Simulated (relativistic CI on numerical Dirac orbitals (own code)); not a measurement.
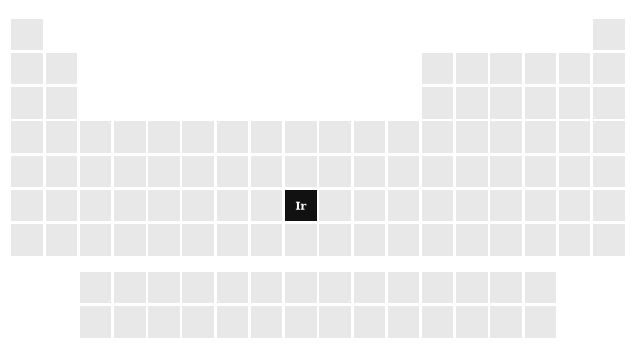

**Figure 1.** The place of iridium in the periodic table.

Run report: Ir²⁺, relativistic CI calculation

Ir²⁺. Level asked for: Dirac-Coulomb-Breit CI, KLI orbitals optimised for each configuration, model QED (radiative potential, 1s self-energy scaled to tabulated hydrogen-like ionisation energies), numerical settings as typed (relativistic CI on numerical Dirac orbitals, in-house).

### Input file
```
atom Ir  Z=77  charge=2  electrons=75
nucleus A=193  rms_radius_fm=5.4032
hamiltonian dirac-coulomb  breit=on  qed=on  c_scale=1
orbitals kli  potential=per-configuration
slater_scale 1
correlation none
mixing on
grid step=0.0125 r_max=86.5
scf mixing=0.4 start=green max_iterations=89 tolerance=2e-08 node_fill=0.05
configurations
  [Xe] 4f14 5d7
  [Xe] 4f14 5d6 6s
  [Xe] 4f14 5d5 2d2
end
```

Hardware: 1 CPU thread, shared host.

Launched within a batch (the task file carries these settings):
```bash
python <driver script> task.json out
```

The program writes its results to a structured record and prints no log; tables and figures of this report are taken from that record.

### Outcome

- outcome: refused by the program

### Diagnosis

One thing in this input was made wrong on purpose: configuration. The program refused the input; the driver noted: configuration [Xe] 4f14 5d5 2d2: l must be smaller than n.
